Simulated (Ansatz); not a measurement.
CH$_{7}$BN$_{2}$OSi

Input file:

```
crystal:
  periodic: [false, false, false]
  atoms:
    - { symbol: B, position_ang: [-0.8399, -1.851, -0.208] }
    - { symbol: Si, position_ang: [0.2431, -0.6043, 0.7952] }
    - { symbol: "N", position_ang: [1.8879, -0.6646, 0.1508] }
    - { symbol: "N", position_ang: [-0.3058, 1.0857, 0.6704] }
    - { symbol: C, position_ang: [-0.4751, 1.6883, -0.4762] }
    - { symbol: O, position_ang: [-0.9692, 3.0112, -0.5036] }
    - { symbol: H, position_ang: [-0.9972, -1.6444, -1.3781] }
    - { symbol: H, position_ang: [-1.4068, -2.6759, 0.3189] }
    - { symbol: H, position_ang: [0.2485, -0.9993, 2.2486] }
    - { symbol: H, position_ang: [2.54322, -0.82449, 0.96755] }
    - { symbol: H, position_ang: [2.10721, 0.22632, -0.26952] }
    - { symbol: H, position_ang: [-0.1601, 1.2229, -1.3659] }
    - { symbol: H, position_ang: [-1.3056, 3.5008, 0.3275] }
basis:
  gaussian: { orbitals: "6-31G*" }
hamiltonian:
  xc: pbe
relax:
  f_tol: 0.015
  max_steps: 40
output:
  orbitals: {}
```

Run with:

```sh
ansatz run input.yaml --threads 2 --pin off --max-ram 3072MiB --backend cpu --events-out ev --progress --plain --runs-dir out
```

The fields are those of the relaxed geometry.

Computed with RKS PBE/6-31G* in Ansatz 0.2.0.

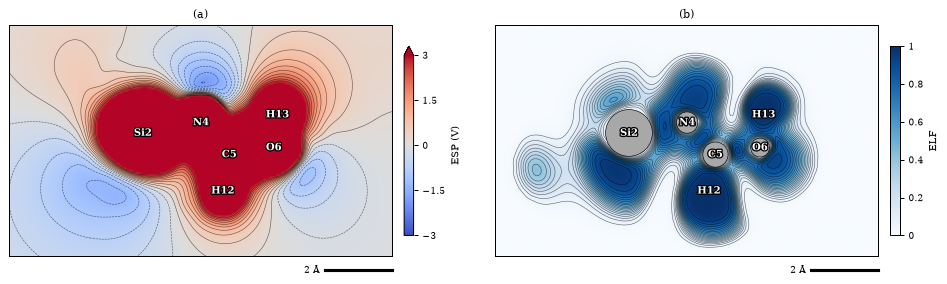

Figure 1. (a) molecular electrostatic potential; (b) electron localisation function on the plane of atoms N4, C5 and H12. Grey discs cover the atomic cores in the ELF map.

Q: Read the bonding off the picture.

A: The plane passes through Si, N, C, O and H nuclei. C–N (1.28 Å): the ELF peaks at about 0.90 between the atoms (localised, covalent bonding). C–O (1.35 Å): the ELF peaks at about 0.90 between the atoms; a shared but strongly polarised pair. Si–N (1.77 Å): the ELF peaks at about 0.90 between the atoms, as expected for a shared but strongly polarised pair. O–H (0.99 Å): the ELF climbs to about 1 towards the hydrogen, as it does in any bond to H; an ordinary covalent bond to hydrogen. The ELF also peaks beside O6 and N4, away from the bonds: lone-pair regions. Outside the dense part of the molecule the potential is most negative (−1.8 V) near N4.

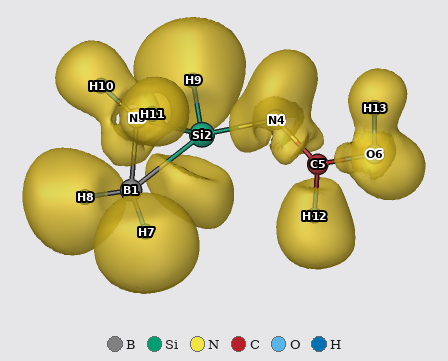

Figure 2. Isosurface of the ELF at 0.75 (yellow), seen across its widest extent. Core shells and regions of very low density are left out.

Q: Describe the localisation domains.

A: The ELF exceeds this value in four regions around hydrogen nuclei, one region on N in which the atom's valence shell and bonds are merged, one region on Si in which the atom's valence shell and bonds are merged, one joined region spread over several atoms (H, N), in which their bonds and any lone pairs are merged and one joined region spread over several atoms (H, O), in which their bonds and any lone pairs are merged.

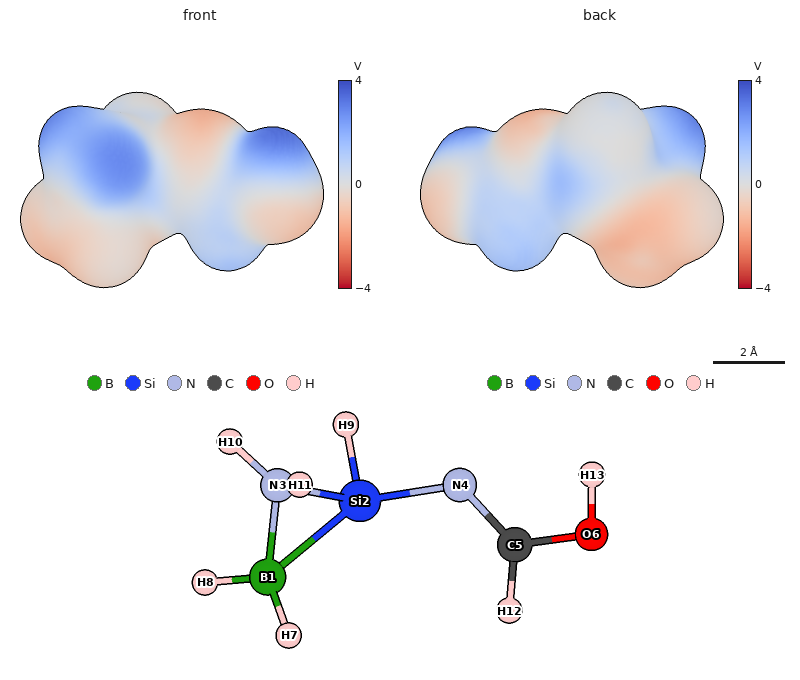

Figure 3. The molecular electrostatic potential painted on the density surface at 0.004 e/bohr³, seen from the front and from behind; the colour scale runs from red (negative) to blue (positive). The bare structure is drawn below in the same view.

Q: Describe the electrostatic potential map.

A: The most negative region (about −1.4 V, or −32 kcal/mol for a unit charge) lies over N4, the most positive (about +3.2 V, or +74 kcal/mol for a unit charge) over H13. N4 is the likeliest acceptor of a hydrogen bond.
